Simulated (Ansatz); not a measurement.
# Screened interactions in SrNbO3 (Pm-3m)

How strongly is the local Coulomb interaction screened in SrNbO3 (Pm-3m)?

Calculated with Ansatz 0.2.0; non-magnetic LDA, then constrained RPA, plane waves, PAW.

Report form: the programs' logs are mostly left out.

### Step 1. The structure

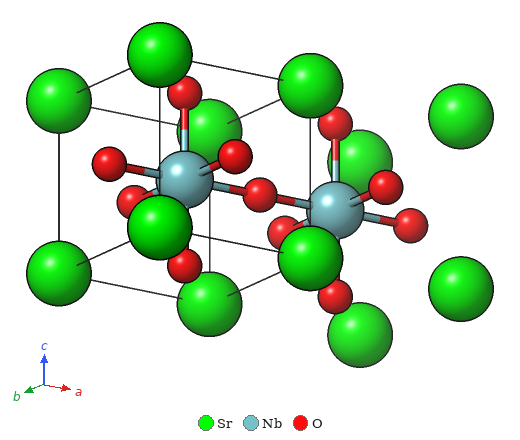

The starting structure, seen from a free direction (strontium green, niobium teal, oxygen red). 2×1×1 cells are drawn. Some periodic images of atoms are drawn too.

Coordinates:

```cif
data_structure
_symmetry_space_group_name_H-M 'P 1'
_symmetry_Int_Tables_number 1
_cell_length_a 3.9970
_cell_length_b 3.9970
_cell_length_c 3.9970
_cell_angle_alpha 90.000
_cell_angle_beta 90.000
_cell_angle_gamma 90.000
_cell_volume 63.86
loop_
_atom_site_label
_atom_site_type_symbol
_atom_site_fract_x
_atom_site_fract_y
_atom_site_fract_z
_atom_site_occupancy
Sr1 Sr 0.00000 0.00000 0.00000 1
Nb2 Nb 0.50000 0.50000 0.50000 1
O3 O 0.50000 0.50000 0.00000 1
O4 O 0.50000 0.00000 0.50000 1
O5 O 0.00000 0.50000 0.50000 1
```

 The program's search for lower electronic states was switched off, so nothing shows that the state found is the lowest. The default PAW set here is soft_2. Its files were made with PBE.

### Step 2. LDA bands and orbital weights

This step: DFT, LDA, plane waves, PAW.

File input.yaml:

```yaml
crystal:
  lattice:
    - [0.0, -3.997, 0.0]
    - [0.0, 0.0, 3.997]
    - [-3.997, 0.0, 0.0]
  atoms:
    - { symbol: Sr, position: [0.0, 0.0, 0.0] }
    - { symbol: Nb, position: [0.5, 0.5, 0.5] }
    - { symbol: O, position: [0.5, 0.5, 0.0] }
    - { symbol: O, position: [0.5, 0.0, 0.5] }
    - { symbol: O, position: [0.0, 0.5, 0.5] }
kpoints:
  mp_grid: { grid: [6, 6, 6] }
  band_path:
    path:
      - [[0.0, 0.0, 0.0], [0.0, 0.5, 0.0], [0.5, 0.5, 0.0], [0.0, 0.0, 0.0], [0.5, 0.5, 0.5], [0.0, 0.5, 0.0]]
      - [[0.5, 0.5, 0.5], [0.5, 0.5, 0.0]]
    npoints: 10
hamiltonian:
  xc: lda
scf:
  occupations: { method: gaussian, width: 0.08 }
  n_extra_bands: 19
  max_iter: 150
  lower_state_search: "off"
output:
  eigenvalues: true
  fatbands: true
  write_density: true
  write_potential: true
  elf: true
  volumetric_format: npy
```

The run is started by

```bash
> ansatz run input.yaml --threads 8 --pin off --max-ram 18432MiB --backend cpu --events-out ev --progress --plain --runs-dir out
```

The job ended after 1.4 s (8 threads of Arm Neoverse V2, shared host; peak memory 0.4 GiB; 8.9 s of CPU time).

Electronic bands along the path, in eV, zero at the Fermi level:

| point | band 17 | band 18 | band 19 | band 20 | band 21 | band 22 | band 23 | band 24 |
| --- | --- | --- | --- | --- | --- | --- | --- | --- |
| Γ | -4.78 | -4.01 | -4.01 | -4.01 | -1.20 | -1.20 | -1.20 | 1.63 |
| X | -5.86 | -5.52 | -4.23 | -4.23 | -0.89 | 1.58 | 1.58 | 3.30 |
| M | -5.15 | -5.15 | -4.68 | -3.70 | 1.63 | 1.63 | 2.48 | 3.57 |
| Γ | -4.78 | -4.01 | -4.01 | -4.01 | -1.20 | -1.20 | -1.20 | 1.63 |
| R | -7.49 | -3.62 | -3.62 | -3.62 | 2.91 | 2.91 | 2.91 | 3.02 |
| X | -5.86 | -5.52 | -4.23 | -4.23 | -0.89 | 1.58 | 1.58 | 3.30 |
| jump to R | -7.49 | -3.62 | -3.62 | -3.62 | 2.91 | 2.91 | 2.91 | 3.02 |
| M | -5.15 | -5.15 | -4.68 | -3.70 | 1.63 | 1.63 | 2.48 | 3.57 |

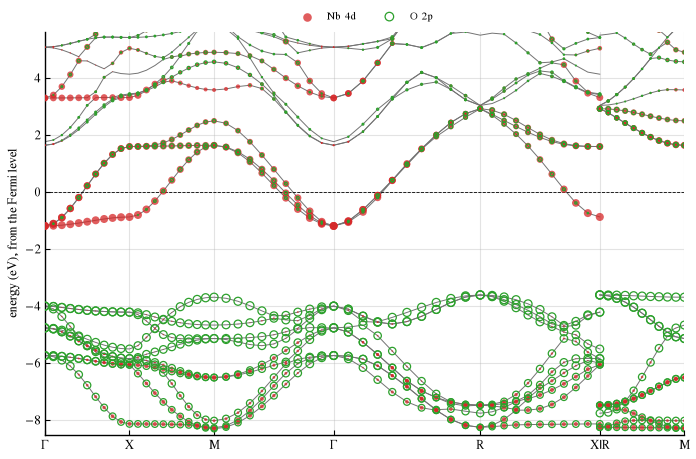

Electronic bands along the path; dots are coloured as in the legend, and their area grows with the weight.

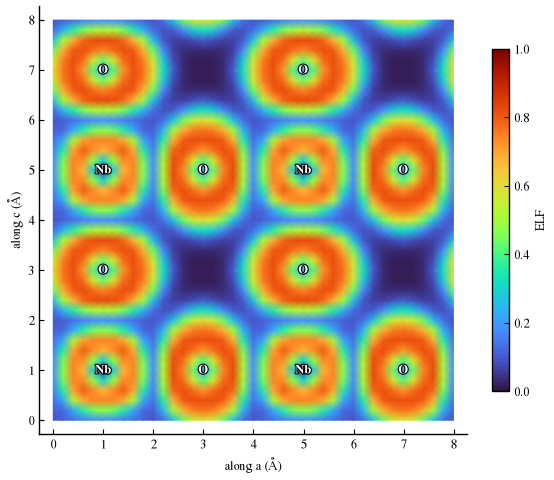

ELF in the ac plane at fractional y = 0.500, with atoms of Nb and O within 0.2 Å of it. It is the smooth field of the valence electrons, not physical close to the nuclei. The map starts off the cell's origin, so that atoms lie inside it.

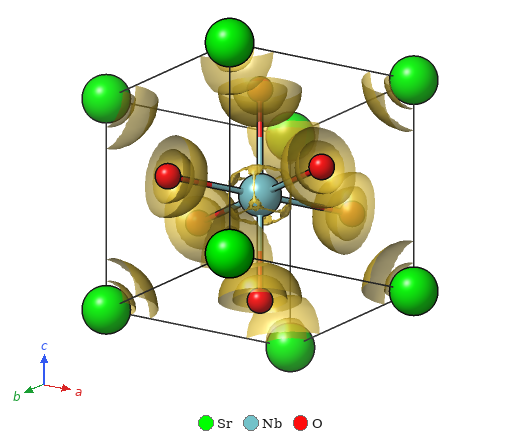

Surface of ELF = 0.79.

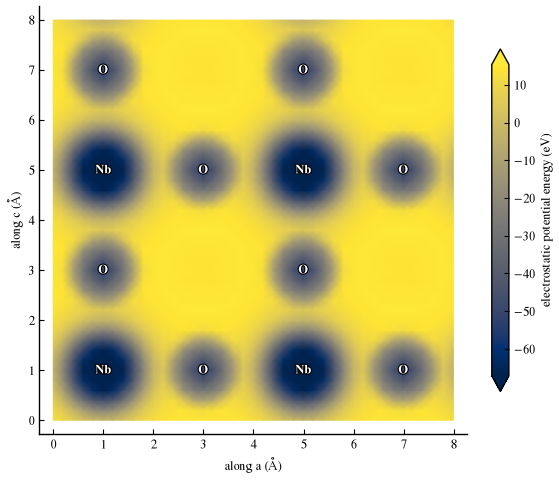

Electrostatic potential energy in the ac plane at fractional y = 0.500, with atoms of Nb and O within 0.2 Å of it. With pseudopotentials it is smooth inside the atoms' cores, unlike the true potential. The map starts off the cell's origin, so that atoms lie inside it.

### Step 3. Constrained RPA: Nb t2g, bands v1 to c2, 6×6×6 mesh, medium accuracy

Constrained RPA screens the interaction with every transition except those inside the target bands, which a later many-body model would treat itself.

This step: constrained RPA on LDA, plane waves, PAW.

input.yaml, the sections that differ from step 2:

```yaml
kpoints:
  mp_grid: { grid: [6, 6, 6] }
output:
  crpa:
    kmesh: [6, 6, 6]
    target_bands: [v1, c2]
    projections: [{ species: Nb, l: d, shell: 4, orbitals: [dxz, dyz, dxy] }]
  local_orbitals:
    kmesh: [6, 6, 6]
    orbitals: [{ species: Nb, l: d, shell: 4, orbitals: [dxz, dyz, dxy] }]
    window: { bands: [v1, c2] }
    seedname: lo
# crystal, hamiltonian, scf: as in step 2
```

Run time: 61 s. Hardware: 8 threads; peak memory 0.81 GiB; 7.4 min of CPU time.

This step gave:

| Quantity | Value |
| --- | --- |
| U | 2.932 eV |
| U prime (inter-orbital) | 2.394 eV |
| J | 0.2711 eV |
| bare V | 10.61 eV |
| bare J | 0.3750 eV |
| stated bound on U | 0.003672 eV |
| U over bare V | 0.2765 |
| electrons in the window | 1.0000 |
| head of the constrained inverse dielectric matrix | 0.2191 |
| least eigenvalue of the projection's overlap | 0.4977 |
| target functions | 3 |
| bands in the sums | 46 |
| r.m.s. miss of the model bands | 0.02096 eV |
| width of the target bands | 4.113 eV |
| weight of the projected orbitals in the window | 0.7077 |

On the Nb t2g shell, screening brings the on-site interaction from 10.6 eV down to U = 2.93 eV.

Kanamori averages over each shell's functions. Crpa shells, by row:

| site | element | shell | orbitals | U (eV) | U' (eV) | J (eV) | bare V (eV) | bare V' (eV) | bare J (eV) | bound on U (eV) |
| --- | --- | --- | --- | --- | --- | --- | --- | --- | --- | --- |
| 2 | Nb | 4D | 3 | 2.932 | 2.394 | 0.2711 | 10.61 | 9.818 | 0.375 | 0.003672 |

Density-density elements U_iijj, eV. U matrix, by row:

| orbital | Nb2 dxz | Nb2 dyz | Nb2 dxy |
| --- | --- | --- | --- |
| Nb2 dxz | 2.932 | 2.394 | 2.394 |
| Nb2 dyz | 2.394 | 2.932 | 2.394 |
| Nb2 dxy | 2.394 | 2.394 | 2.932 |

Exchange elements U_ijji, eV. J matrix, by row:

| orbital | Nb2 dxz | Nb2 dyz | Nb2 dxy |
| --- | --- | --- | --- |
| Nb2 dxz | - | 0.271 | 0.271 |
| Nb2 dyz | 0.271 | - | 0.271 |
| Nb2 dxy | 0.271 | 0.271 | - |

Projected local orbitals of the target window. Electronic bands along the path, in eV, zero at the Fermi level; # counts the bands kept:

| point | #1 | #2 | #3 |
| --- | --- | --- | --- |
| Γ | -1.20 | -1.20 | -1.20 |
| X | -0.89 | 1.58 | 1.58 |
| M | 1.63 | 1.63 | 2.48 |
| Γ | -1.20 | -1.20 | -1.20 |
| R | 2.91 | 2.91 | 2.91 |
| X | -0.89 | 1.58 | 1.58 |
| jump to R | 2.91 | 2.91 | 2.91 |
| M | 1.63 | 1.63 | 2.48 |

The same for Kohn-Sham, solved directly:

| point | #1 | #2 | #3 |
| --- | --- | --- | --- |
| Γ | -1.20 | -1.20 | -1.20 |
| X | -0.89 | 1.58 | 1.58 |
| M | 1.63 | 1.63 | 2.48 |
| Γ | -1.20 | -1.20 | -1.20 |
| R | 2.91 | 2.91 | 2.91 |
| X | -0.89 | 1.58 | 1.58 |
| R | 2.91 | 2.91 | 2.91 |
| M | 1.63 | 1.63 | 2.48 |

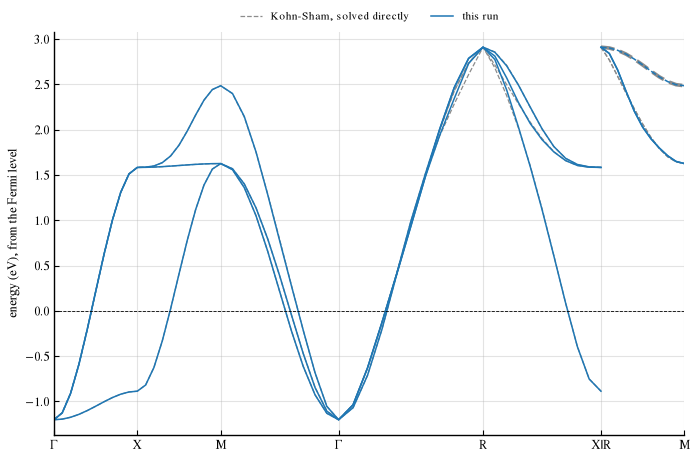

Electronic bands along the path; dashed: Kohn-Sham, solved directly.

Onsite levels, by row:

| orbital | level less Fermi level (eV) |
| --- | --- |
| Nb2 dxz | 1.102 |
| Nb2 dyz | 1.102 |
| Nb2 dxy | 1.102 |

Largest distinct elements between sites. Hoppings, by row:

| from | to | cell | distance (Å) | t (eV) |
| --- | --- | --- | --- | --- |
| Nb2 dyz | Nb2 dyz | -1 0 0 | 3.997 | -0.4337 |
| Nb2 dyz | Nb2 dyz | -1 -1 0 | 5.653 | -0.0987 |
| Nb2 dyz | Nb2 dyz | 0 0 1 | 3.997 | -0.0594 |
| Nb2 dxy | Nb2 dxy | -2 0 0 | 7.994 | 0.0334 |
| Nb2 dxy | Nb2 dxy | -1 0 2 | 8.938 | -0.014 |
| Nb2 dyz | Nb2 dyz | -1 -1 1 | 6.923 | -0.0077 |
| Nb2 dxy | Nb2 dxz | -1 1 0 | 5.653 | 0.0069 |
| Nb2 dyz | Nb2 dxy | 2 1 1 | 9.791 | -0.0057 |
| Nb2 dxy | Nb2 dxy | 0 0 -3 | 11.99 | -0.0053 |
| Nb2 dxz | Nb2 dxz | 0 -2 2 | 11.3 | -0.0049 |
| Nb2 dxy | Nb2 dxy | -2 -1 0 | 8.938 | 0.0043 |
| Nb2 dxy | Nb2 dxz | -1 -1 -1 | 6.923 | -0.0028 |

### Step 4. Constrained RPA: Nb t2g + anion p, bands v10 to c2, 6×6×6 mesh, medium accuracy

input.yaml, the sections that differ from step 3:

```yaml
output:
  crpa:
    kmesh: [6, 6, 6]
    target_bands: [v10, c2]
    projections:
      - { species: Nb, l: d, shell: 4, orbitals: [dxz, dyz, dxy] }
      - { species: O, l: p, shell: 2 }
  local_orbitals:
    kmesh: [6, 6, 6]
    orbitals:
      - { species: Nb, l: d, shell: 4, orbitals: [dxz, dyz, dxy] }
      - { species: O, l: p, shell: 2 }
    window: { bands: [v10, c2] }
    seedname: lo
# crystal, kpoints, hamiltonian, scf: as in step 3
```

Wall time 6.2 min (8 threads); peak memory 1 GiB; 46 min of CPU time.

This step gave:

```
U                                                 : 4.766 eV
U prime (inter-orbital)                           : 4.008 eV
J                                                 : 0.4026 eV
bare V                                            : 12.73 eV
bare J                                            : 0.5403 eV
stated bound on U                                 : 0.007357 eV
U over bare V                                     : 0.3743
electrons in the window                           : 19.00
head of the constrained inverse dielectric matrix : 0.2867
least eigenvalue of the projection's overlap      : 0.6116
target functions                                  : 12
bands in the sums                                 : 46
r.m.s. miss of the model bands                    : 0.01022 eV
width of the target bands                         : 11.23 eV
weight of the projected orbitals in the window    : 0.9339
```

On the Nb t2g shell, screening brings the on-site interaction from 12.7 eV down to U = 4.77 eV.

Kanamori averages over each shell's functions. Crpa shells, by row:

| site | element | shell | orbitals | U (eV) | U' (eV) | J (eV) | bare V (eV) | bare V' (eV) | bare J (eV) | bound on U (eV) |
| --- | --- | --- | --- | --- | --- | --- | --- | --- | --- | --- |
| 2 | Nb | 4D | 3 | 4.766 | 4.008 | 0.4026 | 12.73 | 11.73 | 0.5403 | 0.007357 |
| 3 | O | 2P | 3 | 6.326 | 4.976 | 0.6314 | 17.96 | 16.19 | 0.8244 | 0.01197 |
| 4 | O | 2P | 3 | 6.326 | 4.976 | 0.6314 | 17.96 | 16.19 | 0.8244 | 0.01197 |
| 5 | O | 2P | 3 | 6.326 | 4.976 | 0.6314 | 17.96 | 16.19 | 0.8244 | 0.01197 |

Projected local orbitals of the target window. The electronic bands at the labelled points (eV, zero at the Fermi level; # counts the bands kept):

| point | #6 | #7 | #8 | #9 | #10 | #11 | #12 |
| --- | --- | --- | --- | --- | --- | --- | --- |
| Γ | -4.78 | -4.01 | -4.01 | -4.01 | -1.20 | -1.20 | -1.20 |
| X | -5.86 | -5.52 | -4.23 | -4.23 | -0.89 | 1.58 | 1.58 |
| M | -5.15 | -5.15 | -4.68 | -3.70 | 1.63 | 1.63 | 2.48 |
| Γ | -4.78 | -4.01 | -4.01 | -4.01 | -1.20 | -1.20 | -1.20 |
| R | -7.49 | -3.62 | -3.62 | -3.62 | 2.91 | 2.91 | 2.91 |
| X | -5.86 | -5.52 | -4.23 | -4.23 | -0.89 | 1.58 | 1.58 |
| jump to R | -7.49 | -3.62 | -3.62 | -3.62 | 2.91 | 2.91 | 2.91 |
| M | -5.15 | -5.15 | -4.68 | -3.70 | 1.63 | 1.63 | 2.48 |

The same for Kohn-Sham, solved directly:

| point | #6 | #7 | #8 | #9 | #10 | #11 | #12 |
| --- | --- | --- | --- | --- | --- | --- | --- |
| Γ | -4.78 | -4.01 | -4.01 | -4.01 | -1.20 | -1.20 | -1.20 |
| X | -5.86 | -5.52 | -4.23 | -4.23 | -0.89 | 1.58 | 1.58 |
| M | -5.15 | -5.15 | -4.68 | -3.70 | 1.63 | 1.63 | 2.48 |
| Γ | -4.78 | -4.01 | -4.01 | -4.01 | -1.20 | -1.20 | -1.20 |
| R | -7.49 | -3.62 | -3.62 | -3.62 | 2.91 | 2.91 | 2.91 |
| X | -5.86 | -5.52 | -4.23 | -4.23 | -0.89 | 1.58 | 1.58 |
| R | -7.49 | -3.62 | -3.62 | -3.62 | 2.91 | 2.91 | 2.91 |
| M | -5.15 | -5.15 | -4.68 | -3.70 | 1.63 | 1.63 | 2.48 |

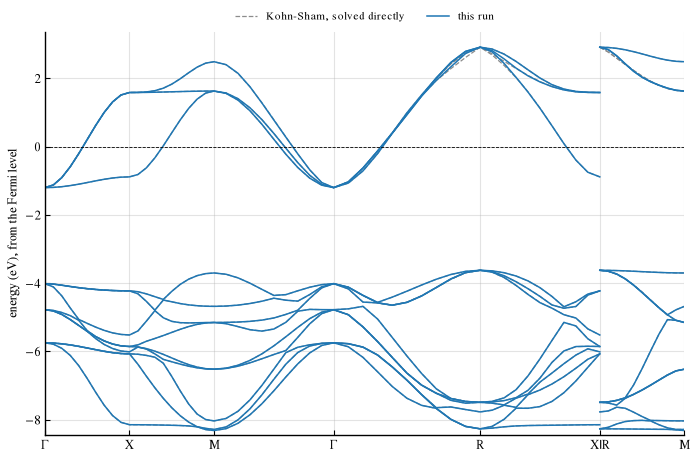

Electronic bands along the path; dashed: Kohn-Sham, solved directly.

Onsite levels, by row:

| orbital | level less Fermi level (eV) |
| --- | --- |
| Nb2 dxz | -0.8076 |
| Nb2 dyz | -0.8076 |
| Nb2 dxy | -0.8076 |
| O3 pz | -4.743 |
| O3 px | -6.48 |
| O3 py | -4.743 |
| O4 pz | -6.48 |
| O4 px | -4.743 |
| O4 py | -4.743 |
| O5 pz | -4.743 |
| O5 px | -4.743 |
| O5 py | -6.48 |

Largest distinct elements between sites. Hoppings, by row:

| from | to | cell | distance (Å) | t (eV) |
| --- | --- | --- | --- | --- |
| Nb2 dxy | O5 px | 0 0 0 | 1.998 | -1.703 |
| O5 py | O5 py | 1 0 0 | 3.997 | 0.8627 |
| O5 px | O5 px | 1 0 0 | 3.997 | -0.3099 |
| O4 pz | O5 pz | 1 -1 0 | 2.826 | 0.1576 |
| O5 pz | O4 py | 0 1 0 | 2.826 | -0.1283 |
| O4 py | O3 py | 0 -1 0 | 2.826 | -0.0685 |
| O3 pz | O3 pz | -1 -1 0 | 5.653 | 0.059 |
| O4 pz | O3 px | 0 -1 1 | 2.826 | -0.0539 |
| O3 py | Nb2 dxy | 0 0 -2 | 5.996 | -0.0502 |
| O3 pz | O3 pz | 0 1 0 | 3.997 | 0.0477 |
| O5 px | O5 pz | 0 -1 -1 | 5.653 | -0.0464 |
| Nb2 dyz | Nb2 dyz | -1 0 0 | 3.997 | -0.0422 |

### Step 5. The windows together

Times are wall times on 8 threads of Arm Neoverse V2, shared host, good to a factor of about two.

| target | bands | functions | width (eV) | bare V (eV) | U (eV) | U′ (eV) | J (eV) | U/V | time |
| --- | --- | --- | --- | --- | --- | --- | --- | --- | --- |
| Nb t2g | v1–c2 | 3 | 4.11 | 10.61 | 2.93 | 2.39 | 0.27 | 0.28 | 61 s |
| Nb t2g + anion p | v10–c2 | 12 | 11.23 | 12.73 | 4.77 | 4.01 | 0.40 | 0.37 | 6.2 min |

### Step 6. Beside a published calculation

Published values for Nb t2g (constrained RPA on LDA, LAPW basis, projected t2g orbitals; Vaugier, Jiang, Biermann, Phys. Rev. B 86, 165105 (2012), Table III, arXiv:1206.3533):

| quantity | here (eV) | published (eV) | difference (%) |
| --- | --- | --- | --- |
| U | 2.93 | 3 | −2 |
| J | 0.27 | 0.29 | −7 |
| bare V | 10.61 | 10.7 | −1 |

### Step 7. Outcome

```
Nb t2g           : U 2.93 eV, U′ 2.39 eV, J 0.27 eV, bare V 10.6 eV
Nb t2g + anion p : U 4.77 eV, U′ 4.01 eV, J 0.40 eV, bare V 12.7 eV
method           : constrained RPA on non-magnetic LDA, 6×6×6 mesh, static; search for lower states off
```

**Reading.** For Nb t2g, screening cuts the on-site interaction from 10.61 eV to 2.93 eV (28 %), while J goes only from 0.37 eV to 0.27 eV: the monopole is screened far more than the multipoles. U − 2J differs from U′ by −0.005 eV, so the Kanamori relation holds well. U is 0.71 times the width of the target bands. With the window Nb t2g + anion p U becomes 4.77 eV and the bare V 12.73 eV, so U/V goes from 0.28 to 0.37. The published U of 3 eV, itself a calculation in another basis and with its own orbitals, lies +0.07 eV from this one. The parent state is non-magnetic and the interaction static (zero frequency); U depends on the window and the orbitals, so it belongs to this model alone. The bands cross the Fermi level under this constraint, which need not be the crystal's state: magnetic order, correlation or a lattice distortion may open a gap. A window that holds the anion p bands defines a model with explicit ligands; its U belongs to that model and is not the U of DFT+U.

[Paths, hosts, dates, memory and timing lines, banners, echoed tables and standing remarks are left out of the program output.]

[Logs are printed without paths, hosts, clocks, repeated set-up lines and the standing remarks that a program may print on its own settings, such as how far it seeks lower states.]

[Runs of the session that timed out or met a known fault of the program may be left out.]

[Hosts, paths, dates, database ids (printed as entryN), source tags and the programs' standing remarks are cut or masked in the printed files.]
